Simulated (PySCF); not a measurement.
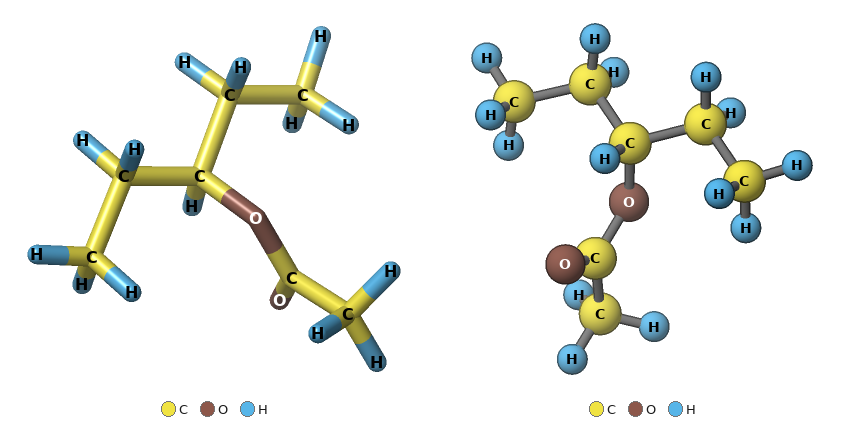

Two views of one molecule.

Computed geometry: GFN2-xTB optimisation. No frequency run is at hand to confirm it as a minimum.

Describe the molecule.

It has 23 atoms: 7 carbon, 14 hydrogen and 2 oxygen (C₇H₁₄O₂). As SMILES it reads `CCC(CC)OC(C)=O`. It has no ring. Among its groups: ester. Coordination: 6 C tetrahedral; 1 O bent; 1 C trigonal planar.

The parts below concern this one geometry. Atoms keep their numbers from picture to picture.

### Geometry

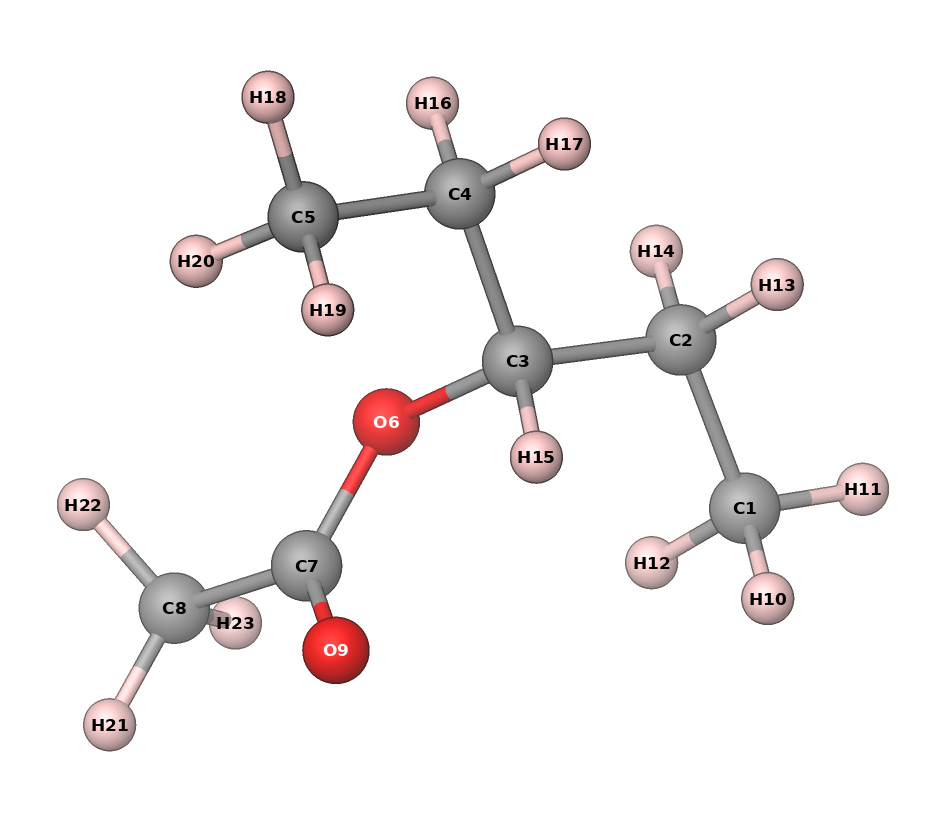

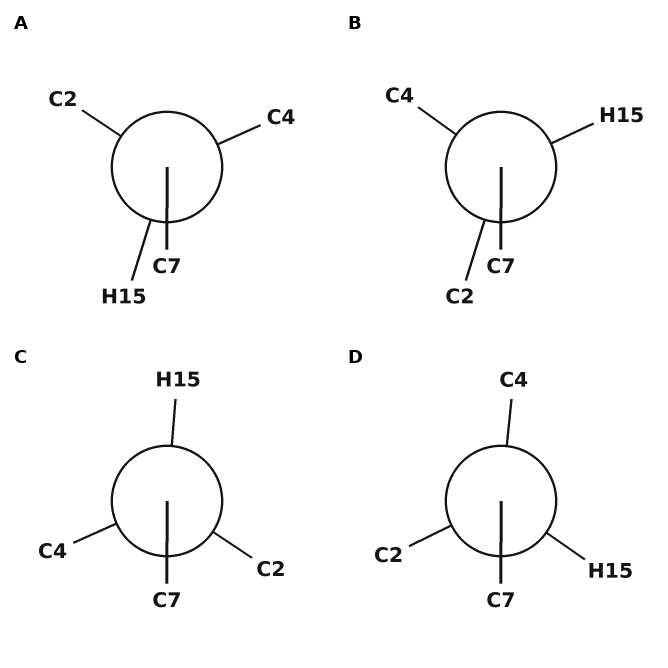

Atoms fade into the background with distance from the viewer. Bonds that would overlap in a projection are set slightly apart. No frequency run is at hand to confirm it as a minimum.

Which Newman projection shows the view along O6–C3, with O6 in front?

Answer. A. The torsion angle C7–O6–C3–C2 is 124°, anticlinal.

### Electronic properties

No frequency run is at hand to confirm it as a minimum. Method: PBE0/pcSseg-1, gas phase (PySCF 2.14.0).

Give the HOMO energy (Kohn–Sham orbital) at this level.

Answer. −7.86 eV.

Estimate the HOMO–LUMO gap.

Answer. 8.37 eV.

Estimate the dipole moment.

Answer. 2.01 D.

### NMR shielding

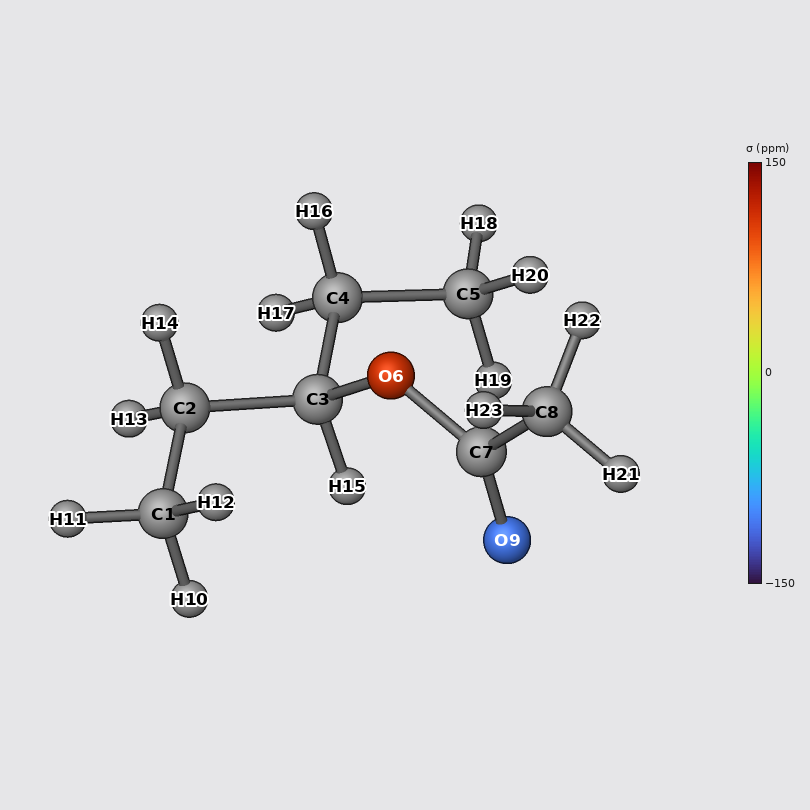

Atoms are coloured by their isotropic NMR shieldings (O only, the others grey). No frequency run is at hand to confirm it as a minimum. Level of theory: GIAO PBE0/pcSseg-1 NMR shielding, non-relativistic, gas phase (PySCF 2.14.0).

Give the isotropic NMR shieldings of the O atoms atom by atom.

```
atom  σ (ppm)
  O6    109.3
  O9   −105.1
```

### Charges

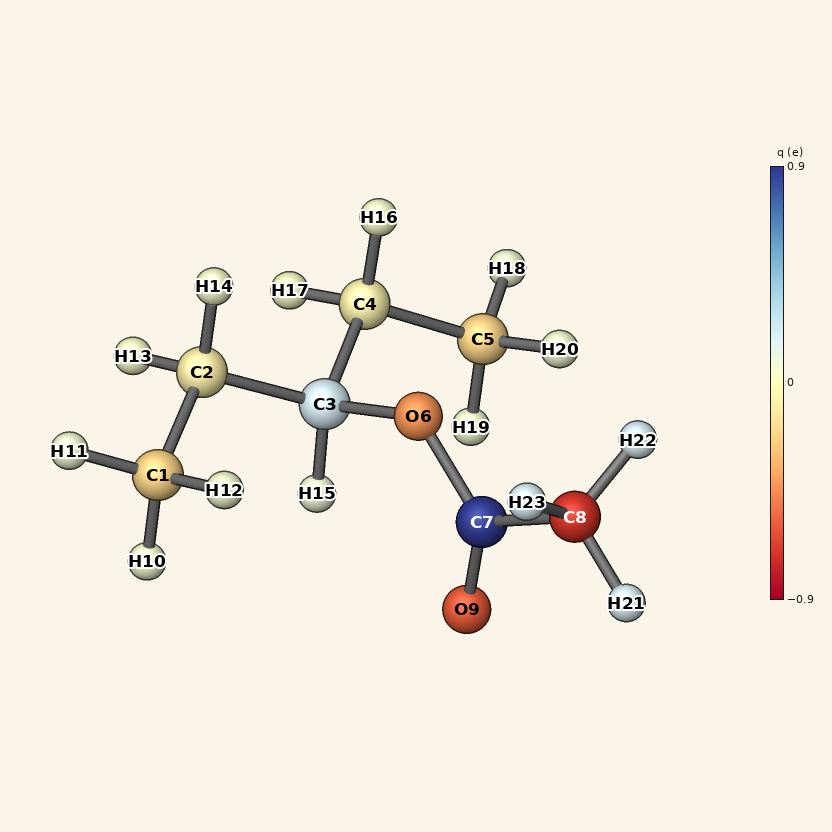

Atoms are coloured by their ESP-fitted charges. No frequency run is at hand to confirm it as a minimum. Method: PBE0/pcSseg-1, gas phase (PySCF 2.14.0).

Give the ESP-fitted charges atom by atom.

| atom | value (e) |
| --- | --- |
| C1 | −0.21 |
| C2 | −0.07 |
| C3 | 0.20 |
| C4 | −0.06 |
| C5 | −0.21 |
| O6 | −0.43 |
| C7 | 0.88 |
| C8 | −0.70 |
| O9 | −0.59 |
| H10 | 0.06 |
| H11 | 0.07 |
| H12 | 0.06 |
| H13 | 0.04 |
| H14 | 0.05 |
| H15 | 0.08 |
| H16 | 0.04 |
| H17 | 0.03 |
| H18 | 0.07 |
| H19 | 0.06 |
| H20 | 0.06 |
| H21 | 0.19 |
| H22 | 0.19 |
| H23 | 0.19 |

### Quadrupole coupling

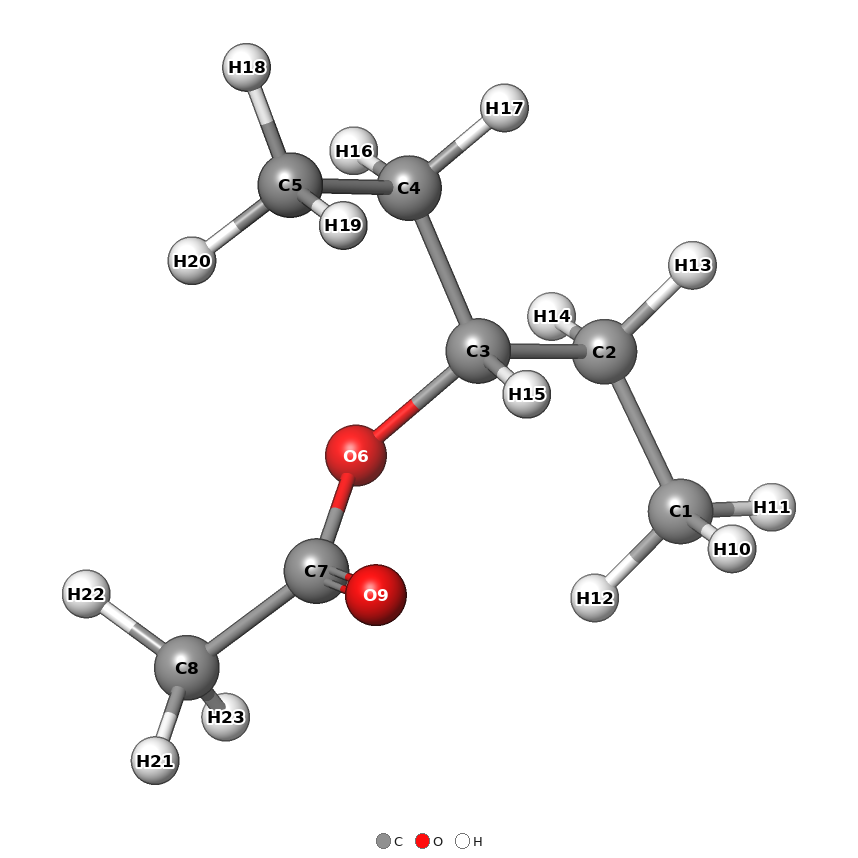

No frequency run is at hand to confirm it as a minimum. Electric field gradients from the ground-state density, PBE0/pcSseg-1 (PySCF 2.14.0), non-relativistic apart from any core potentials.

Give the largest field-gradient component, the quadrupole coupling constant and the asymmetry for 17O at O6 (Q = −25.6 mb), 17O at O9 (Q = −25.6 mb), 2H at H10 (Q = 2.86 mb), 2H at H11 (Q = 2.86 mb), 2H at H12 (Q = 2.86 mb), 2H at H13 (Q = 2.86 mb).

| atom | V_zz (a.u.) | e²qQ/h (MHz) | η |
| --- | --- | --- | --- |
| O6 | 1.648 | −9.91 | 0.36 |
| O9 | −1.622 | 9.76 | 0.17 |
| H10 | 0.313 | 0.210 | 0.02 |
| H11 | 0.317 | 0.213 | 0.02 |
| H12 | 0.315 | 0.212 | 0.01 |
| H13 | 0.305 | 0.205 | 0.03 |
